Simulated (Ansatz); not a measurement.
# HfN₃H₇BrCl: geometry relaxation (part 1 of 2)

HfN₃H₇BrCl, computed with RKS PBE/def2-SVP (Ansatz 0.2.0).

The input holds or restrains some coordinates. It belongs to a series of runs on one base structure; here: pulled along the bonds that form and break, towards end B. Figures and captions count atoms from 1; the log counts them from 0 in places.

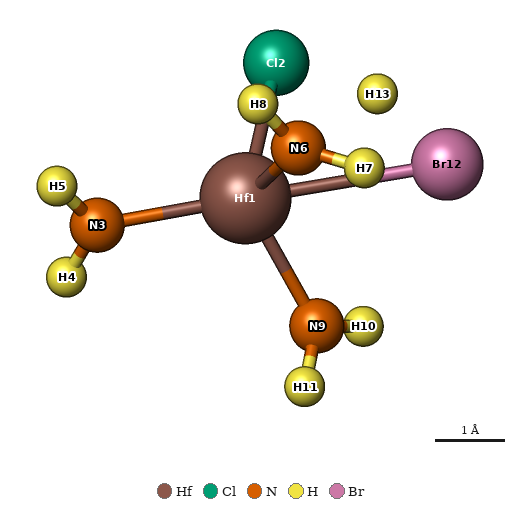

Figure 1. The starting structure (ball-and-stick view, seen at a tilt; atoms are numbered from 1 in the order of the input). Sticks mark near contacts. Bond lengths as drawn: Br–Hf 3.00 Å, Cl–Hf 2.87 Å, Hf–N 2.21 Å and H–N 1.06 Å.

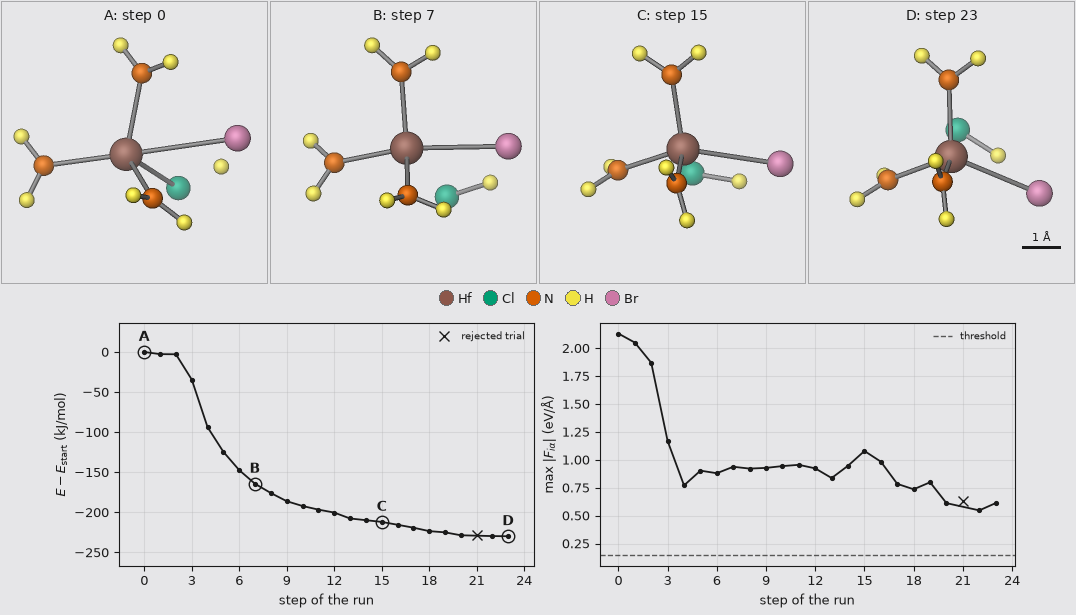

Figure 2. Frames of the restrained relaxation (ball-and-stick view, seen at a tilt) above the curves, on which the letters mark them (the first geometry is step 0 here and step 1 in the log).

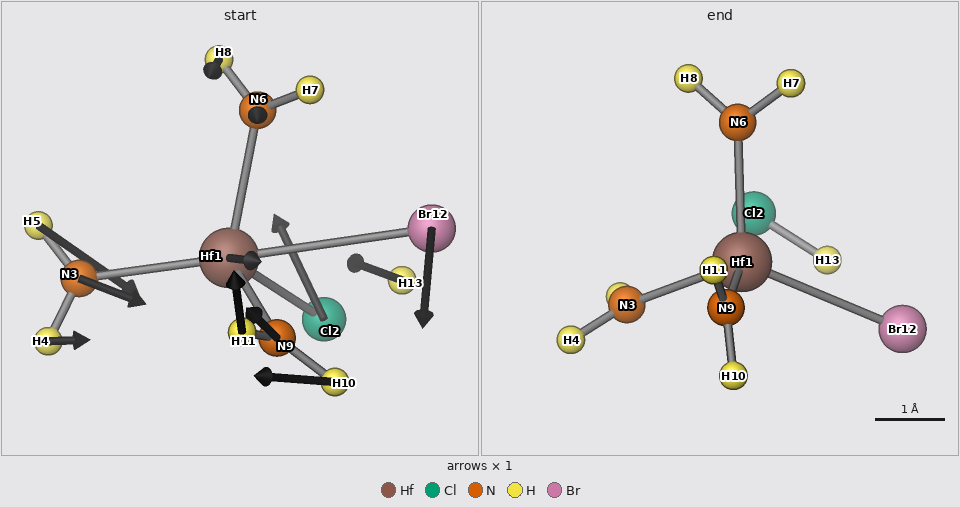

Figure 3. Before (left) and after (right) the restrained relaxation, at one scale (ball-and-stick view, seen at a tilt). The black arrows give the displacements, at true length. The atom that moves furthest after the best rigid fit is H5 (1.95 Å). By element the largest moves are H 1.95 Å, Cl 1.85 Å, Br 1.65 Å, N 1.06 Å, Hf 0.73 Å. Distances before and after: Hf1–Cl2 2.870 → 3.716 Å, Cl2–H13 1.675 → 1.341 Å, Hf1–Br12 3.000 → 2.679 Å, Hf1–N3 2.210 → 2.031 Å. Bonds break: Hf1–Cl2 (2.87 → 3.72 Å). Among the angles that change: N3–Hf1–Br12 178.9° → 116.4°, N6–Hf1–Br12 70.0° → 114.4°, N9–Hf1–Br12 70.0° → 107.0°. The energy falls by 229.8 kJ/mol in 23 geometry steps. Largest force component: 2.1 eV/Å at the start, 0.61 eV/Å at the end. The line search rejected the trial step at point 21 (counted from 0) and went back. (Atoms are counted from 1 in the order of the input.)

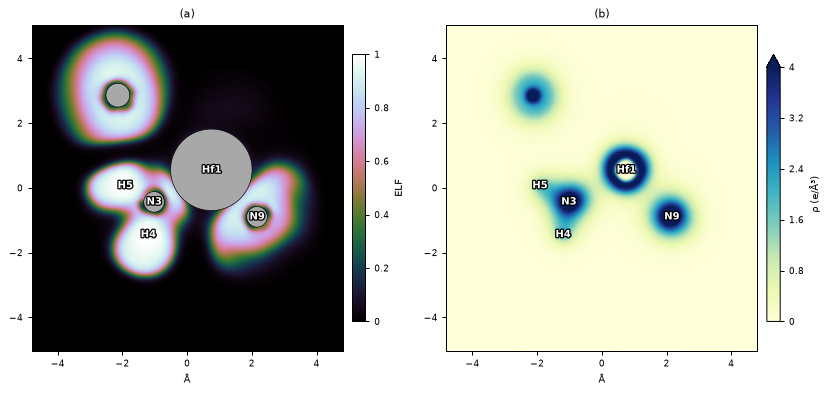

Figure 4. (a) ELF; (b) total electron density on the plane of atoms N3, Hf1 and N9. Grey discs, where drawn, cover atomic cores. Atoms in the plane: Hf, N and H. Hf–N (2.03 Å): ρ at the midpoint is about 0.82 e/Å³; the ELF peaks at about 0.90 in the valence shell of N, 0.6 Å from its nucleus, and drops to about 0.25 between the two atoms.

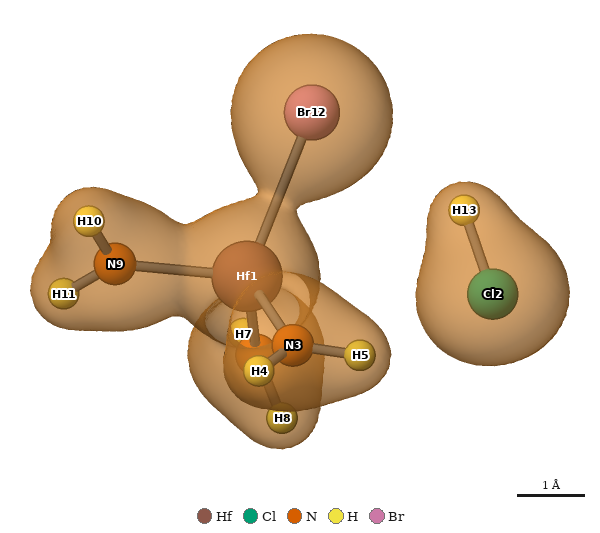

Figure 5. Isosurface of the electron density at 0.3 e/Å³ (orange), seen from the side. At this value the surface falls into two separate pieces. It is pinched off along the Hf···Cl (3.72 Å) contacts. On the grid the lowest density along these lines, outside the cores, is 0.03 e/Å³ (Hf···Cl, 3.72 Å), 0.81 e/Å³ (Hf–N, 2.03 Å), 0.35 e/Å³ (Hf–Br, 2.68 Å) and 2.1 e/Å³ (N–H, 1.03 Å).

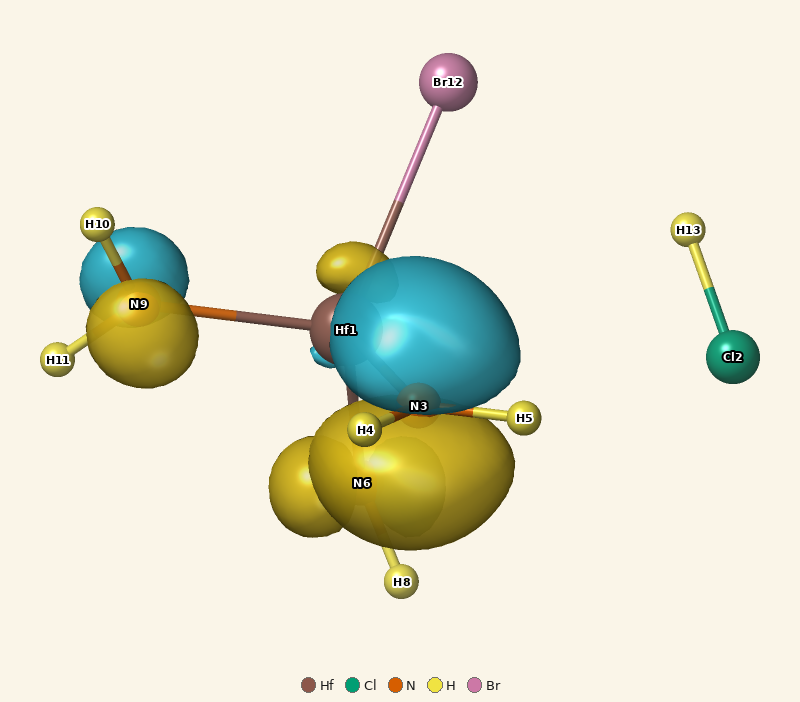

Figure 6. One frontier orbital at ±0.15 Å⁻³ᐟ² (yellow and cyan are the two phases), seen from the side. The HOMO, at −5.96 eV. By Hirshfeld shares it lies mainly on N3 (55 %), Hf1 (15 %) and N9 (10 %).

These pictures come from the run below.

## The input
```yaml
crystal:
  periodic: [false, false, false]
  atoms:
    - { symbol: Hf, position_ang: [0.0, 0.0, 0.0] }
    - { symbol: Cl, position_ang: [0.0, 0.0, 2.87] }
    - { symbol: "N", position_ang: [2.084, 0.0, -0.7359] }
    - { symbol: H, position_ang: [2.5823, -0.918, -0.9166] }
    - { symbol: H, position_ang: [2.5853, 0.918, -0.9082] }
    - { symbol: "N", position_ang: [-1.0409, 1.8034, -0.7359] }
    - { symbol: H, position_ang: [-2.061, 1.7482, -1.0186] }
    - { symbol: H, position_ang: [-0.5204, 2.7241, -0.8065] }
    - { symbol: "N", position_ang: [-1.0409, -1.8034, -0.7359] }
    - { symbol: H, position_ang: [-1.5759, -2.4197, -0.0595] }
    - { symbol: H, position_ang: [-1.0055, -2.0526, -1.7656] }
    - { symbol: Br, position_ang: [-2.847, 0.0, 0.946] }
    - { symbol: H, position_ang: [-1.5885, 0.0, 2.3396] }
basis:
  gaussian: { orbitals: def2-SVP }
hamiltonian:
  xc: pbe
relax:
  f_tol: 0.15
  max_steps: 25
  restrain:
    - { distance: [0, 11], at: 2.7, k: 30.0 }
    - { distance: [12, 1], at: 1.37, k: 30.0 }
    - { distance: [0, 1], at: 3.72, k: 30.0 }
    - { distance: [12, 11], at: 2.75, k: 30.0 }
output:
  orbitals: {}
```

Command:
```bash
ansatz run input.yaml --threads 4 --pin off --max-ram 5120MiB --backend cpu --events-out ev --progress --plain --runs-dir out
```

## Log
```
The last accepted step is kept in [file] (removed where the run ends without a failure and the disk answers)
Engine: ansatz 0.2.0, aarch64-unknown-linux-gnu
Functional definition: PBE
  parameter kappa = 0.804
  parameter beta = 0.06672455060314922
  exchange = pbe_x(kappa = kappa, mu = beta*pi^2/3)
  correlation = pbe_c(beta = beta)
1776 factors; their error is unknown
mean field evaluation 1: about -88399.6469 eV, gradient 1.1e2 eV
mean field evaluation 2: about -88088.7842 eV, gradient 3.0e2 eV
mean field evaluation 4: about -88423.9572 eV, gradient 3.1e1 eV
mean field evaluation 8: about -88426.8110 eV, gradient 8.1e-1 eV
mean field evaluation 16: about -88426.6610 eV, gradient 1.4e-2 eV
mean field -88426.66100225 eV, -3249.6198540892 hartree, gradient 2.5e-5 eV, S^2 0.000000; 0 other end points of the search recorded, 0 dependent functions left out
the calculation of the forces begins
reference -88426.66108943 eV, -3249.6198572929 hartree; 46, 46 occupied and 113, 113 virtual orbitals, 1776 factors
relax step   1: F+E_penalty+E_count = -88426.66100225 eV  Δ(F+E_penalty+E_count) = +0.000e0 eV  max|allowed force component| = 2.131e0 eV/Å  E_restraint = 24.99303186 eV  max|allowed force component, restraints' pulls added| = 2.612e1 eV/Å  Δτ_max = 0.0000 Å  (35 SCF iters, accepted)
  distance Hf 0 - Br 11 = 3.0001 Å
  distance H 12 - Cl 1 = 1.6747 Å
  distance Hf 0 - Cl 1 = 2.8700 Å
  distance H 12 - Br 11 = 1.8777 Å
these checks for a lower state are left out or cut short: starts, cluster_reference, orbital_swaps, neighbouring_geometries, increment
1776 factors; their error is unknown
mean field evaluation 32: about -88426.6889 eV, gradient 2.7e-5 eV
mean field -88426.68894039 eV, -3249.6208807968 hartree, gradient 2.7e-5 eV, S^2 0.000000; 0 other end points of the search recorded, 0 dependent functions left out
[... from here on the field's lines of each further geometry are left out, up to the last ...]
relax step   2: F+E_penalty+E_count = -88426.68894039 eV  Δ(F+E_penalty+E_count) = -2.794e-2 eV  max|allowed force component| = 2.050e0 eV/Å  E_restraint = 9.97547090 eV  max|allowed force component, restraints' pulls added| = 1.556e1 eV/Å  Δτ_max = 0.1991 Å  (36 SCF iters, accepted)
relax step   3: F+E_penalty+E_count = -88426.69057507 eV  Δ(F+E_penalty+E_count) = -1.635e-3 eV  max|allowed force component| = 1.870e0 eV/Å  E_restraint = 2.38197837 eV  max|allowed force component, restraints' pulls added| = 7.164e0 eV/Å  Δτ_max = 0.1928 Å  (37 SCF iters, accepted)
relax step   4: F+E_penalty+E_count = -88427.01692389 eV  Δ(F+E_penalty+E_count) = -3.263e-1 eV  max|allowed force component| = 1.168e0 eV/Å  E_restraint = 0.11031726 eV  max|allowed force component, restraints' pulls added| = 1.571e0 eV/Å  Δτ_max = 0.1941 Å  (35 SCF iters, accepted)
relax step   5: F+E_penalty+E_count = -88427.63294464 eV  Δ(F+E_penalty+E_count) = -6.160e-1 eV  max|allowed force component| = 7.707e-1 eV/Å  E_restraint = 0.02557198 eV  max|allowed force component, restraints' pulls added| = 7.600e-1 eV/Å  Δτ_max = 0.1975 Å  (35 SCF iters, accepted)
relax step   6: F+E_penalty+E_count = -88427.95189225 eV  Δ(F+E_penalty+E_count) = -3.189e-1 eV  max|allowed force component| = 9.028e-1 eV/Å  E_restraint = 0.01103563 eV  max|allowed force component, restraints' pulls added| = 7.098e-1 eV/Å  Δτ_max = 0.1988 Å  (35 SCF iters, accepted)
relax step   7: F+E_penalty+E_count = -88428.18812170 eV  Δ(F+E_penalty+E_count) = -2.362e-1 eV  max|allowed force component| = 8.796e-1 eV/Å  E_restraint = 0.01233838 eV  max|allowed force component, restraints' pulls added| = 8.676e-1 eV/Å  Δτ_max = 0.1960 Å  (36 SCF iters, accepted)
relax step   8: F+E_penalty+E_count = -88428.36493956 eV  Δ(F+E_penalty+E_count) = -1.768e-1 eV  max|allowed force component| = 9.376e-1 eV/Å  E_restraint = 0.01014619 eV  max|allowed force component, restraints' pulls added| = 7.749e-1 eV/Å  Δτ_max = 0.1997 Å  (37 SCF iters, accepted)
relax step   9: F+E_penalty+E_count = -88428.48437848 eV  Δ(F+E_penalty+E_count) = -1.194e-1 eV  max|allowed force component| = 9.212e-1 eV/Å  E_restraint = 0.01210027 eV  max|allowed force component, restraints' pulls added| = 5.306e-1 eV/Å  Δτ_max = 0.1998 Å  (37 SCF iters, accepted)
relax step  10: F+E_penalty+E_count = -88428.58961501 eV  Δ(F+E_penalty+E_count) = -1.052e-1 eV  max|allowed force component| = 9.275e-1 eV/Å  E_restraint = 0.01303455 eV  max|allowed force component, restraints' pulls added| = 3.398e-1 eV/Å  Δτ_max = 0.1983 Å  (37 SCF iters, accepted)
relax step  11: F+E_penalty+E_count = -88428.65193294 eV  Δ(F+E_penalty+E_count) = -6.232e-2 eV  max|allowed force component| = 9.437e-1 eV/Å  E_restraint = 0.01305710 eV  max|allowed force component, restraints' pulls added| = 4.509e-1 eV/Å  Δτ_max = 0.1954 Å  (36 SCF iters, accepted)
relax step  12: F+E_penalty+E_count = -88428.69845769 eV  Δ(F+E_penalty+E_count) = -4.652e-2 eV  max|allowed force component| = 9.549e-1 eV/Å  E_restraint = 0.01484257 eV  max|allowed force component, restraints' pulls added| = 6.113e-1 eV/Å  Δτ_max = 0.1994 Å  (34 SCF iters, accepted)
relax step  13: F+E_penalty+E_count = -88428.73663119 eV  Δ(F+E_penalty+E_count) = -3.817e-2 eV  max|allowed force component| = 9.231e-1 eV/Å  E_restraint = 0.01528131 eV  max|allowed force component, restraints' pulls added| = 8.223e-1 eV/Å  Δτ_max = 0.1945 Å  (35 SCF iters, accepted)
relax step  14: F+E_penalty+E_count = -88428.81298607 eV  Δ(F+E_penalty+E_count) = -7.635e-2 eV  max|allowed force component| = 8.366e-1 eV/Å  E_restraint = 0.01879209 eV  max|allowed force component, restraints' pulls added| = 1.689e-1 eV/Å  Δτ_max = 0.2000 Å  (34 SCF iters, accepted)
relax step  15: F+E_penalty+E_count = -88428.83496493 eV  Δ(F+E_penalty+E_count) = -2.198e-2 eV  max|allowed force component| = 9.469e-1 eV/Å  E_restraint = 0.01470449 eV  max|allowed force component, restraints' pulls added| = 3.296e-1 eV/Å  Δτ_max = 0.1804 Å  (31 SCF iters, accepted)
relax step  16: F+E_penalty+E_count = -88428.85747096 eV  Δ(F+E_penalty+E_count) = -2.251e-2 eV  max|allowed force component| = 1.079e0 eV/Å  E_restraint = 0.01226994 eV  max|allowed force component, restraints' pulls added| = 8.171e-1 eV/Å  Δτ_max = 0.2000 Å  (31 SCF iters, accepted)
relax step  17: F+E_penalty+E_count = -88428.89414915 eV  Δ(F+E_penalty+E_count) = -3.668e-2 eV  max|allowed force component| = 9.832e-1 eV/Å  E_restraint = 0.01181344 eV  max|allowed force component, restraints' pulls added| = 6.254e-1 eV/Å  Δτ_max = 0.1977 Å  (31 SCF iters, accepted)
```
